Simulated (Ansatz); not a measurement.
## Nudged elastic band of C$_{2}$H$_{10}$AlBGe (part 1 of 2)

System: C$_{2}$H$_{10}$AlBGe, SMILES C[BH][Al]([CH3])[GeH3].
Method: RKS LDA/def2-SVP (Ansatz 0.2.0).

One setting was made poor on purpose. It belongs to a series of runs on one base structure; here: band between the two ends. Figures and captions count atoms from 1; the log counts them from 0 in places.

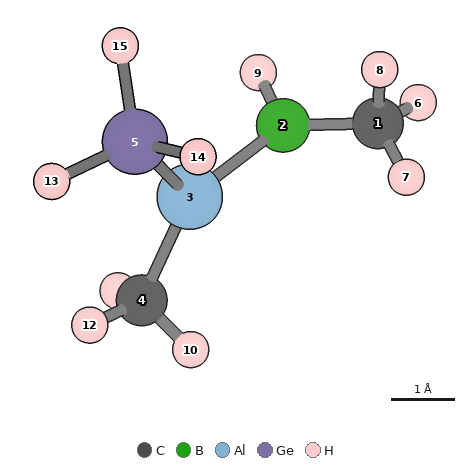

**Figure 1.** The structure as given in the input (ball-and-stick view, seen at a tilt; atoms are numbered from 1 in the order of the input). Sticks mark near contacts. Bond lengths as drawn: Al–B 2.10 Å, Al–C 1.96 Å, Al–Ge 2.47 Å, B–C 1.55 Å, B–H 1.23 Å, C–H 1.11 to 1.13 Å and Ge–H 1.55 Å.

Input:
```yaml
crystal:
  periodic: [false, false, false]
  atoms:
    - { symbol: C, position_ang: [-1.77234, -0.990796, 1.82193] }
    - { symbol: B, position_ang: [-0.461591, -0.206253, 1.583141] }
    - { symbol: Al, position_ang: [0.602696, 0.043706, -0.214231] }
    - { symbol: C, position_ang: [2.200417, -0.959744, -0.730455] }
    - { symbol: Ge, position_ang: [-0.220471, 1.790659, -1.751916] }
    - { symbol: H, position_ang: [-1.938099, -1.336053, 2.865468] }
    - { symbol: H, position_ang: [-2.056503, -1.780696, 1.097312] }
    - { symbol: H, position_ang: [-2.517871, -0.158429, 1.683099] }
    - { symbol: H, position_ang: [-0.067118, 0.46367, 2.539831] }
    - { symbol: H, position_ang: [1.960247, -2.042123, -0.833155] }
    - { symbol: H, position_ang: [2.976479, -0.891222, 0.064644] }
    - { symbol: H, position_ang: [2.648944, -0.61358, -1.684605] }
    - { symbol: H, position_ang: [0.771939, 2.209054, -2.869382] }
    - { symbol: H, position_ang: [-1.500385, 1.316929, -2.496308] }
    - { symbol: H, position_ang: [-0.648244, 3.104279, -1.045973] }
basis:
  gaussian: { orbitals: def2-SVP }
hamiltonian:
  xc: lda
neb:
  order_check: false
  images: 5
  f_tol: 0.05
  max_iterations: 60
  initial_path: idpp
  max_displacement: 0.02
  optimiser: lbfgs
  final_atoms:
    - { symbol: C, position_ang: [-1.53672532, -0.56887227, 2.22069228] }
    - { symbol: B, position_ang: [-1.00252326, -1.05470582, 0.85401264] }
    - { symbol: Al, position_ang: [0.46897247, -0.17319346, -0.36411482] }
    - { symbol: C, position_ang: [2.3238333, -0.76024825, -0.56032532] }
    - { symbol: Ge, position_ang: [-0.2282893, 1.71889764, -1.7883544] }
    - { symbol: H, position_ang: [-0.91082283, 0.12446086, 2.81820118] }
    - { symbol: H, position_ang: [-1.98194187, -1.35497961, 2.8681037] }
    - { symbol: H, position_ang: [-2.41985552, 0.03546359, 1.86936839] }
    - { symbol: H, position_ang: [-1.60705431, -2.00842229, 0.35856894] }
    - { symbol: H, position_ang: [2.41800904, -1.31038183, -1.52594627] }
    - { symbol: H, position_ang: [2.67295995, -1.43888956, 0.24588414] }
    - { symbol: H, position_ang: [3.02023743, 0.10415655, -0.62872757] }
    - { symbol: H, position_ang: [0.74954302, 2.08087153, -2.93788789] }
    - { symbol: H, position_ang: [-1.6184457, 1.53625498, -2.45291349] }
    - { symbol: H, position_ang: [-0.36979709, 3.01898895, -0.9471615] }
```

Run on 2 threads of Intel Xeon (Sapphire Rapids), 16 GiB of memory available, shared host.

Launch command:
```bash
ansatz run input.yaml --threads 2 --pin off --max-ram 3072MiB --backend cpu --events-out ev --progress --plain --runs-dir out
```

What the program printed:
```
Engine: ansatz 0.2.0, x86_64-unknown-linux-gnu
Functional definition: SPW92
  exchange = slater_x
  correlation = pw_c
1594 factors; their error is unknown
mean field evaluation 1: about -65855.8264 eV, gradient 8.0e1 eV
mean field evaluation 2: about -65822.6123 eV, gradient 1.2e2 eV
mean field evaluation 4: about -65871.5656 eV, gradient 9.4e0 eV
mean field evaluation 8: about -65871.9276 eV, gradient 3.7e-1 eV
mean field evaluation 16: about -65871.8534 eV, gradient 1.2e-3 eV
mean field -65871.85341632 eV, -2420.7459635039 hartree, gradient 5.5e-5 eV, S^2 0.000000; 0 other end points of the search recorded, 0 dependent functions left out
the calculation of the forces begins
reference -65871.85346183 eV, -2420.7459651764 hartree; 36, 36 occupied and 106, 106 virtual orbitals, 1594 factors
1594 factors; their error is unknown
mean field evaluation 32: about -65871.8584 eV, gradient 3.4e-2 eV
mean field -65871.85837121 eV, -2420.7461455927 hartree, gradient 7.0e-5 eV, S^2 0.000000; 0 other end points of the search recorded, 0 dependent functions left out
[... from here on the field's lines of each further geometry are left out, up to the last ...]
NEB iter   1: max|band force component| = 2.097e0 eV/Å  barrier→ = 0.6630 eV  barrier← = 0.6679 eV  Δτ_max = 0.0200 Å  (202 SCF iters)
NEB iter   2: max|band force component| = 1.405e0 eV/Å  barrier→ = 0.5663 eV  barrier← = 0.5713 eV  Δτ_max = 0.0200 Å  (133 SCF iters)
NEB iter   3: max|band force component| = 9.742e-1 eV/Å  barrier→ = 0.4722 eV  barrier← = 0.4772 eV  Δτ_max = 0.0200 Å  (145 SCF iters)
NEB iter   4: max|band force component| = 8.235e-1 eV/Å  barrier→ = 0.3913 eV  barrier← = 0.3963 eV  Δτ_max = 0.0200 Å  (142 SCF iters)
NEB iter   5: max|band force component| = 7.273e-1 eV/Å  barrier→ = 0.3298 eV  barrier← = 0.3348 eV  Δτ_max = 0.0200 Å  (141 SCF iters)
NEB iter   6: max|band force component| = 5.086e-1 eV/Å  barrier→ = 0.2867 eV  barrier← = 0.2917 eV  Δτ_max = 0.0200 Å  (142 SCF iters)
NEB iter   7: max|band force component| = 4.368e-1 eV/Å  barrier→ = 0.2451 eV  barrier← = 0.2500 eV  CI = image 2  Δτ_max = 0.0071 Å  (142 SCF iters)
NEB iter   8: max|band force component| = 3.845e-1 eV/Å  barrier→ = 0.2369 eV  barrier← = 0.2419 eV  CI = image 2  Δτ_max = 0.0200 Å  (124 SCF iters)
NEB iter   9: max|band force component| = 3.426e-1 eV/Å  barrier→ = 0.2191 eV  barrier← = 0.2240 eV  CI = image 2  Δτ_max = 0.0200 Å  (143 SCF iters)
NEB iter  10: max|band force component| = 1.494e-1 eV/Å  barrier→ = 0.2009 eV  barrier← = 0.2058 eV  CI = image 2  Δτ_max = 0.0200 Å  (140 SCF iters)
NEB iter  11: max|band force component| = 1.500e-1 eV/Å  barrier→ = 0.1906 eV  barrier← = 0.1955 eV  CI = image 2  Δτ_max = 0.0024 Å  (144 SCF iters)
NEB iter  12: max|band force component| = 1.498e-1 eV/Å  barrier→ = 0.1893 eV  barrier← = 0.1943 eV  CI = image 2  Δτ_max = 0.0109 Å  (115 SCF iters)
NEB iter  13: max|band force component| = 2.317e-1 eV/Å  barrier→ = 0.1851 eV  barrier← = 0.1900 eV  CI = image 2  Δτ_max = 0.0034 Å  (133 SCF iters)
NEB iter  14: max|band force component| = 1.450e-1 eV/Å  barrier→ = 0.1838 eV  barrier← = 0.1888 eV  CI = image 2  Δτ_max = 0.0041 Å  (112 SCF iters)
NEB iter  15: max|band force component| = 1.397e-1 eV/Å  barrier→ = 0.1824 eV  barrier← = 0.1873 eV  CI = image 2  Δτ_max = 0.0200 Å  (113 SCF iters)
NEB iter  16: max|band force component| = 3.069e-1 eV/Å  barrier→ = 0.1793 eV  barrier← = 0.1843 eV  CI = image 3  Δτ_max = 0.0045 Å  (144 SCF iters)
NEB iter  17: max|band force component| = 1.547e-1 eV/Å  barrier→ = 0.1779 eV  barrier← = 0.1829 eV  CI = image 3  Δτ_max = 0.0034 Å  (116 SCF iters)
NEB iter  18: max|band force component| = 1.512e-1 eV/Å  barrier→ = 0.1775 eV  barrier← = 0.1825 eV  CI = image 3  Δτ_max = 0.0200 Å  (108 SCF iters)
NEB iter  19: max|band force component| = 1.621e-1 eV/Å  barrier→ = 0.1772 eV  barrier← = 0.1821 eV  CI = image 3  Δτ_max = 0.0030 Å  (132 SCF iters)
NEB iter  20: max|band force component| = 1.159e-1 eV/Å  barrier→ = 0.1760 eV  barrier← = 0.1809 eV  CI = image 3  Δτ_max = 0.0033 Å  (111 SCF iters)
NEB iter  21: max|band force component| = 1.156e-1 eV/Å  barrier→ = 0.1756 eV  barrier← = 0.1806 eV  CI = image 3  Δτ_max = 0.0099 Å  (111 SCF iters)
NEB iter  22: max|band force component| = 1.165e-1 eV/Å  barrier→ = 0.1757 eV  barrier← = 0.1806 eV  CI = image 3  Δτ_max = 0.0024 Å  (113 SCF iters)
NEB iter  23: max|band force component| = 1.164e-1 eV/Å  barrier→ = 0.1748 eV  barrier← = 0.1797 eV  CI = image 3  Δτ_max = 0.0045 Å  (115 SCF iters)
NEB iter  24: max|band force component| = 1.104e-1 eV/Å  barrier→ = 0.1746 eV  barrier← = 0.1795 eV  CI = image 3  Δτ_max = 0.0107 Å  (109 SCF iters)
NEB iter  25: max|band force component| = 1.232e-1 eV/Å  barrier→ = 0.1748 eV  barrier← = 0.1797 eV  CI = image 3  Δτ_max = 0.0028 Å  (112 SCF iters)
NEB iter  26: max|band force component| = 9.734e-2 eV/Å  barrier→ = 0.1739 eV  barrier← = 0.1788 eV  CI = image 3  Δτ_max = 0.0036 Å  (111 SCF iters)
NEB iter  27: max|band force component| = 9.778e-2 eV/Å  barrier→ = 0.1736 eV  barrier← = 0.1786 eV  CI = image 3  Δτ_max = 0.0014 Å  (108 SCF iters)
NEB iter  28: max|band force component| = 9.729e-2 eV/Å  barrier→ = 0.1735 eV  barrier← = 0.1784 eV  CI = image 3  Δτ_max = 0.0138 Å  (106 SCF iters)
NEB iter  29: max|band force component| = 1.170e-1 eV/Å  barrier→ = 0.1736 eV  barrier← = 0.1785 eV  CI = image 3  Δτ_max = 0.0028 Å  (131 SCF iters)
NEB iter  30: max|band force component| = 8.493e-2 eV/Å  barrier→ = 0.1728 eV  barrier← = 0.1778 eV  CI = image 3  Δτ_max = 0.0038 Å  (111 SCF iters)
NEB iter  31: max|band force component| = 8.556e-2 eV/Å  barrier→ = 0.1726 eV  barrier← = 0.1776 eV  CI = image 3  Δτ_max = 0.0012 Å  (108 SCF iters)
NEB iter  32: max|band force component| = 8.420e-2 eV/Å  barrier→ = 0.1725 eV  barrier← = 0.1774 eV  CI = image 3  Δτ_max = 0.0114 Å  (99 SCF iters)
NEB iter  33: max|band force component| = 1.037e-1 eV/Å  barrier→ = 0.1725 eV  barrier← = 0.1775 eV  CI = image 3  Δτ_max = 0.0024 Å  (113 SCF iters)
NEB iter  34: max|band force component| = 7.310e-2 eV/Å  barrier→ = 0.1720 eV  barrier← = 0.1769 eV  CI = image 3  Δτ_max = 0.0036 Å  (103 SCF iters)
NEB iter  35: max|band force component| = 7.461e-2 eV/Å  barrier→ = 0.1718 eV  barrier← = 0.1768 eV  CI = image 3  Δτ_max = 0.0011 Å  (108 SCF iters)
NEB iter  36: max|band force component| = 7.290e-2 eV/Å  barrier→ = 0.1717 eV  barrier← = 0.1767 eV  CI = image 3  Δτ_max = 0.0096 Å  (98 SCF iters)
NEB iter  37: max|band force component| = 9.394e-2 eV/Å  barrier→ = 0.1717 eV  barrier← = 0.1767 eV  CI = image 3  Δτ_max = 0.0021 Å  (111 SCF iters)
NEB iter  38: max|band force component| = 6.365e-2 eV/Å  barrier→ = 0.1713 eV  barrier← = 0.1763 eV  CI = image 3  Δτ_max = 0.0032 Å  (106 SCF iters)
NEB iter  39: max|band force component| = 6.529e-2 eV/Å  barrier→ = 0.1712 eV  barrier← = 0.1761 eV  CI = image 3  Δτ_max = 0.0009 Å  (111 SCF iters)
NEB iter  40: max|band force component| = 6.355e-2 eV/Å  barrier→ = 0.1711 eV  barrier← = 0.1760 eV  CI = image 3  Δτ_max = 0.0080 Å  (98 SCF iters)
NEB iter  41: max|band force component| = 8.556e-2 eV/Å  barrier→ = 0.1711 eV  barrier← = 0.1761 eV  CI = image 3  Δτ_max = 0.0019 Å  (115 SCF iters)
NEB iter  42: max|band force component| = 5.564e-2 eV/Å  barrier→ = 0.1708 eV  barrier← = 0.1757 eV  CI = image 3  Δτ_max = 0.0029 Å  (103 SCF iters)
NEB iter  43: max|band force component| = 5.728e-2 eV/Å  barrier→ = 0.1707 eV  barrier← = 0.1756 eV  CI = image 3  Δτ_max = 0.0008 Å  (110 SCF iters)
NEB iter  44: max|band force component| = 5.565e-2 eV/Å  barrier→ = 0.1706 eV  barrier← = 0.1755 eV  CI = image 3  Δτ_max = 0.0068 Å  (97 SCF iters)
NEB iter  45: max|band force component| = 7.842e-2 eV/Å  barrier→ = 0.1706 eV  barrier← = 0.1755 eV  CI = image 3  Δτ_max = 0.0018 Å  (111 SCF iters)
the calculation of the forces begins
reference -65871.78272863 eV, -2420.7433657793 hartree; 36, 36 occupied and 106, 106 virtual orbitals, 1594 factors
1594 factors; their error is unknown
mean field evaluation 1600: about -65871.6831 eV, gradient 7.7e-4 eV
mean field -65871.68313179 eV, -2420.7397056626 hartree, gradient 2.1e-5 eV, S^2 0.000000; 1 other end points of the search recorded, 0 dependent functions left out
the calculation of the forces begins
reference -65871.68317740 eV, -2420.7397073391 hartree; 36, 36 occupied and 106, 106 virtual orbitals, 1594 factors
NEB iter  46: max|band force component| = 4.888e-2 eV/Å  barrier→ = 0.1703 eV  barrier← = 0.1752 eV  CI = image 3  Δτ_max = 0.0000 Å  (250 SCF iters)
```

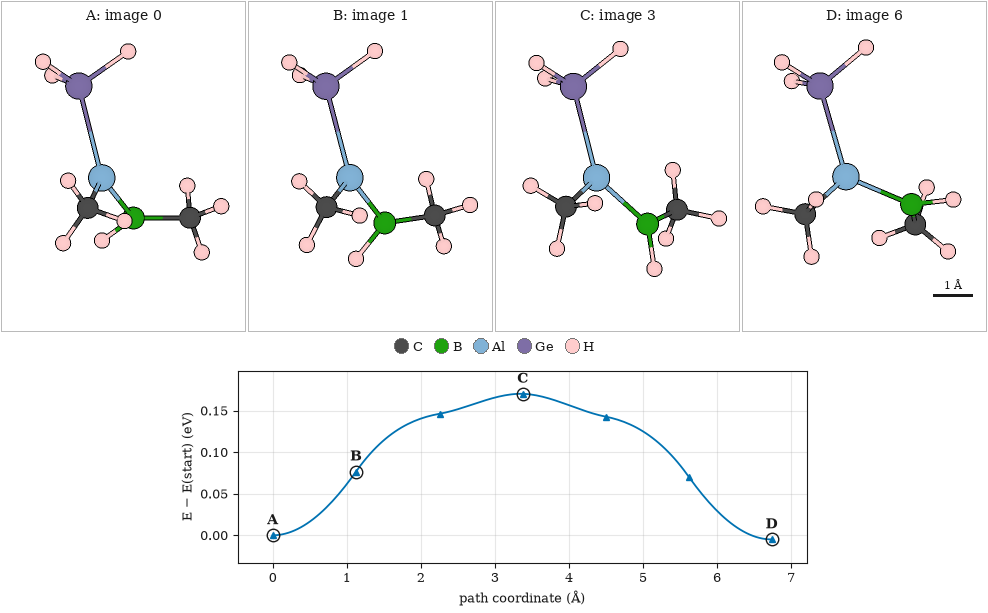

**Figure 2.** Images of the last band (counted from 0; ball-and-stick, seen at a tilt) above the energy along the path; the line is a cubic interpolation that uses the forces. The highest image is number 3, 0.170 eV above the start and 0.175 eV above the end (the climbing image); the end lies 0.005 eV below the start. The path is 6.74 Å long. The band converged in 46 iterations.
